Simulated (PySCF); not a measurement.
# Cl$_{2}$CrO$_{2}$, SMILES `O=[Cr](=O)(Cl)Cl`: electronic structure

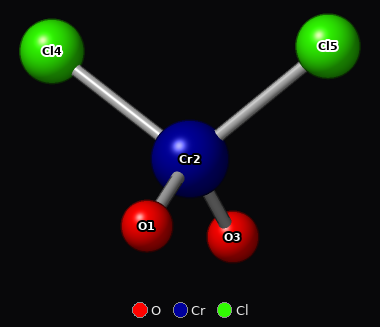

The molecule, with its atoms numbered as below. No frequency check shows the geometry to be a minimum.

Geometry (Å), atoms numbered from 1:

```
O1      -0.0003   -1.1878   -1.3272
Cr2     -0.0001   -0.3853    0.0000
O3       0.0003   -1.1879    1.3272
Cl4      1.6302    0.8309   -0.0001
Cl5     -1.6301    0.8310    0.0001
```

## 1. Bonding charge

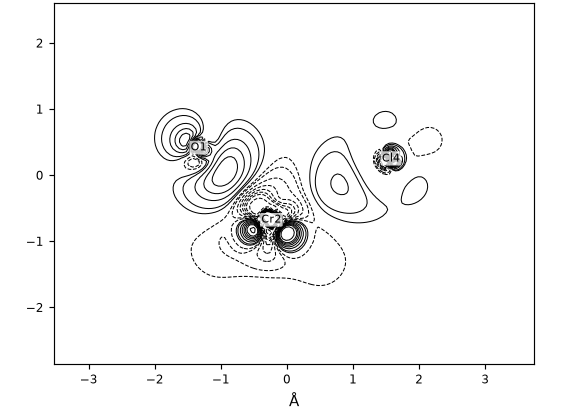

Deformation density (molecule less spherical, spin-averaged free atoms) in the plane of O1, Cr2 and Cl4; contours at ±0.05 to ±0.8 e/Å³; solid lines: gain, dashed lines: loss.

PySCF calculation, B3LYP/def2-TZVP, gas phase; geometry: GFN2-xTB. This is a single-reference result, which may miss multireference character in this system.

Question: How much density has each bond in this plane gained at its critical point, relative to the free atoms?

Answer: O1–Cr2: +0.36 e/Å³ at the bond critical point (bond length 1.55 Å, Mayer order 1.9). Cr2–Cl4: +0.18 e/Å³ at the bond critical point (bond length 2.03 Å, Mayer order 1.1). In all, 1.2 electrons gather in the regions of gain relative to the promolecule.

Question: Where do the Hirshfeld charges lie?

Answer: The highest Hirshfeld charge is on Cr2 (+0.45 e), the lowest on O1 and O3 (−0.20 e).

```tsv
atom	charge (e)
O1	−0.20
Cr2	+0.45
O3	−0.20
Cl4	−0.02
Cl5	−0.02
```

## 2. Bond critical points

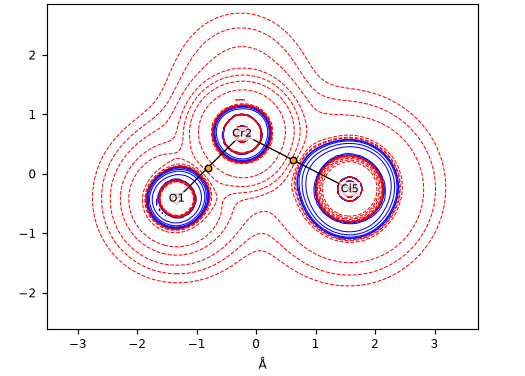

Negative Laplacian of the density (−∇²ρ) in the plane of O1, Cr2 and Cl5 (solid blue lines positive, dashed red lines negative, contours at ±0.02 to ±8 a.u.), with bond paths and bond critical points (dots).

Question: Sort the bonds in the plane by the sign of ∇²ρ at their critical points.

Answer: At none is it concentrated. Depleted (∇²ρ > 0): O1–Cr2 (+1.14 a.u., H = −0.208); Cr2–Cl5 (+0.33 a.u., H = −0.051). A positive Laplacian with negative H is typical of metal–ligand bonds.

## 3. Local ionisation energy

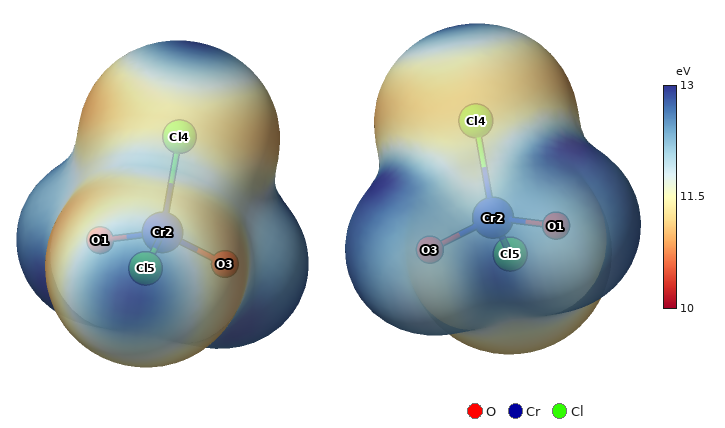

Average local ionisation energy on the surface of electron density 0.001 a.u. (back view left, front view right).

Question: Where are the most loosely bound electrons on this surface?

Answer: The lowest value is 11.0 eV, 2.1 Å from Cl5, and at like points elsewhere. Further minima include 12.0 eV, 1.8 Å from O1, and at like points elsewhere. For comparison, the highest occupied orbital lies at −9.5 eV.

## 4. Excited states

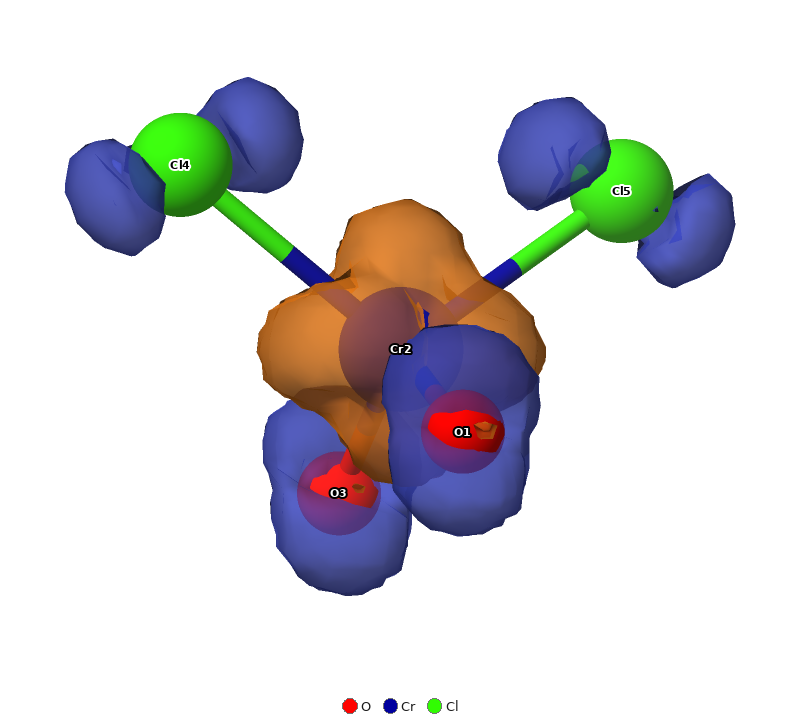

Unrelaxed difference density of S₃ less the ground state (TDA singlet states), ±0.05 e/Å³; orange: gain, blue: loss.

Method: PBE0/def2-SVP; geometry: GFN2-xTB; program: PySCF. This is a single-reference result, which may miss multireference character in this system. Without diffuse functions Rydberg states are missing, so the states' numbers hold for this basis only.

Question: How does the charge move on excitation?

Answer: 0.60 e is displaced in all, of which about 0.5 e passes between atoms: Cl4 and Cl5 (0.14 e each) and O1 and O3 (0.12 e each) lose electrons and Cr2 (0.52 e) gains them. The state: 3.30 eV (376 nm), f = 0.015, ligand-to-metal charge transfer; the leading pair carries 60 %; hole on O1 and O3 (24 % each), Cl4 and Cl5 (23 % each) and Cr2 (7 %), electron on Cr2 (59 %), O1 and O3 (12 % each) and Cl4 and Cl5 (8 % each) (shares are of the whole state, not of the leading pair alone); their centroids lie 0.1 Å apart.
